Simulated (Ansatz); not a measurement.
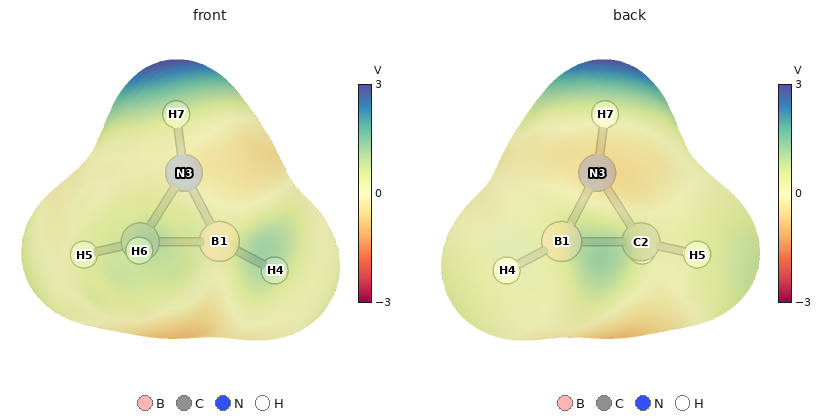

Figure 1: CH4BN. The molecular electrostatic potential painted on the density surface at 0.004 e/bohr³, seen from the front and from behind; red is negative and blue positive.

Geometry: PBE0-D4/def2-TZVP.

Theory: RKS PBE0-D4/def2-TZVPP in Ansatz.

```yaml
atoms:
  - { symbol: B, position_ang: [-0.8018, -0.3766, -0.3568] }
  - { symbol: C, position_ang: [0.1729, 0.7180, 0.1822] }
  - { symbol: N, position_ang: [0.4330, -0.7189, 0.0397] }
  - { symbol: H, position_ang: [-1.8216, -0.7827, -0.7983] }
  - { symbol: H, position_ang: [0.7137, 1.3814, -0.4922] }
  - { symbol: H, position_ang: [0.0927, 1.1013, 1.1990] }
  - { symbol: H, position_ang: [1.2111, -1.3225, 0.2263] }
```

> Describe the electrostatic potential map.

The most negative region (about −0.9 V) lies over C2, the most positive (about +2.9 V) over H7.
